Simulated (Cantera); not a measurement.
A closed system holds: 1 mol SiH4, 2.2 mol O3, 22 mol N2, equilibrated at 0.380 bar.

Equilibrium computed with Cantera from the NASA thermochemical tables; the gas is ideal and each condensed phase is pure. Candidate condensed phases: H2O, Si, SiO2, Si2N2O, Si3N4; 35 gas species. The tables hold silica as quartz up to 1696 K and as liquid above; real silica turns to tridymite and cristobalite and melts near 1996 K. Gases not in the tables: Si(OH)4. Kinetics and transport are ignored.

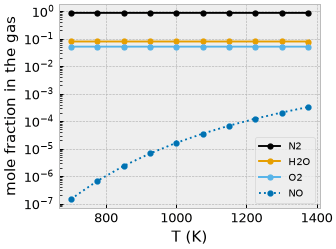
Figure: Equilibrium gas composition (values under 1e-9 drawn at 1e-9)

From 700 K to 775 K the condensed part is SiO2(α-quartz). From 850 K to 1375 K the condensed part is SiO2(β-quartz).
